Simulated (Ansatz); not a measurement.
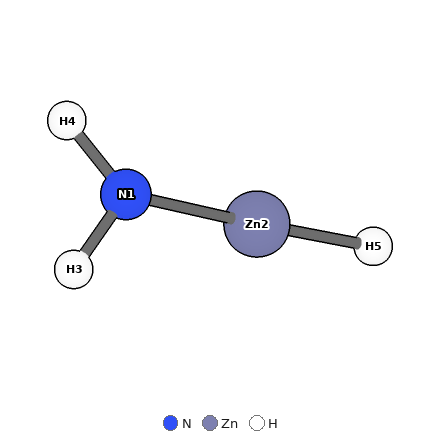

The system is H₃NZn, SMILES [NH2][ZnH]; the picture shows the grid point nearest to the relaxed geometry. Two internal coordinates are moved rigidly from the geometry relaxed at PBE0-D4/def2-TZVP, all others fixed. Coordinates scanned: (1) bond Zn2–H5; (2) bond N1–H3. The scan uses a 7 × 7 grid. Points are written as (first, second). Energies are in eV, from the lowest grid point. These are results of RKS PBE-D4/def2-TZVPP (Ansatz 0.2.0), not measurements.

Its coordinates:

```yaml
atoms:
  - { symbol: N, position_ang: [-0.1440, -0.8338, -0.0656] }
  - { symbol: Zn, position_ang: [0.3449, 0.9156, -0.0974] }
  - { symbol: H, position_ang: [-1.0657, -1.1172, -0.4304] }
  - { symbol: H, position_ang: [0.0732, -1.4027, 0.7390] }
  - { symbol: H, position_ang: [0.8242, 2.3652, -0.1953] }
```

Range: bond Zn2–H5 from 1.340 to 2.132 Å; bond N1–H3 from 0.908 to 1.211 Å.

Question: Predict the map.

Answer: The lowest grid point is at (1.530 Å, 1.031 Å). No other kind of well shows on this grid. The highest grid point, (2.132 Å, 1.211 Å), lies 1.73 eV above the lowest. Round the minimum the two coordinates are nearly uncoupled.

| bond N1–H3 ↓, bond Zn2–H5 → | 1.340 | 1.417 | 1.530 | 1.662 | 1.808 | 1.965 | 2.132 |
| --- | --- | --- | --- | --- | --- | --- | --- |
| 1.211 | 0.83 | 0.62 | 0.55 | 0.66 | 0.94 | 1.31 | 1.73 |
| 1.147 | 0.56 | 0.35 | 0.27 | 0.39 | 0.67 | 1.04 | 1.46 |
| 1.087 | 0.37 | 0.16 | 0.09 | 0.21 | 0.48 | 0.86 | 1.28 |
| 1.031 | 0.28 | 0.08 | 0.00 | 0.12 | 0.39 | 0.77 | 1.19 |
| 0.981 | 0.31 | 0.10 | 0.03 | 0.14 | 0.42 | 0.80 | 1.22 |
| 0.938 | 0.44 | 0.23 | 0.16 | 0.27 | 0.55 | 0.92 | 1.35 |
| 0.908 | 0.60 | 0.40 | 0.32 | 0.44 | 0.72 | 1.09 | 1.51 |

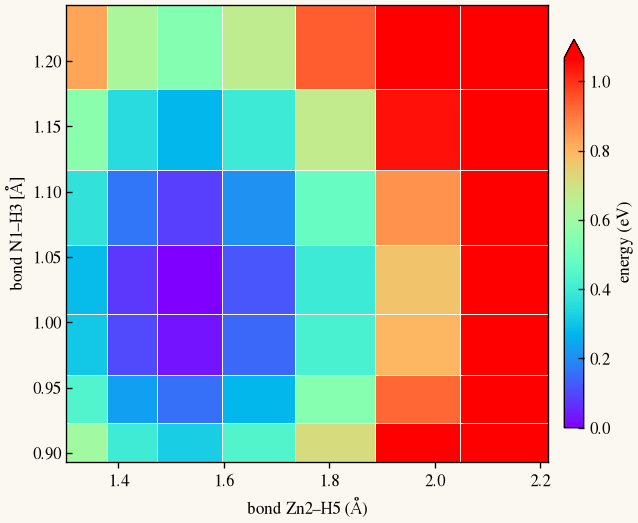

Drawn: one coloured cell a grid point, one colour for all values above the top of the scale.
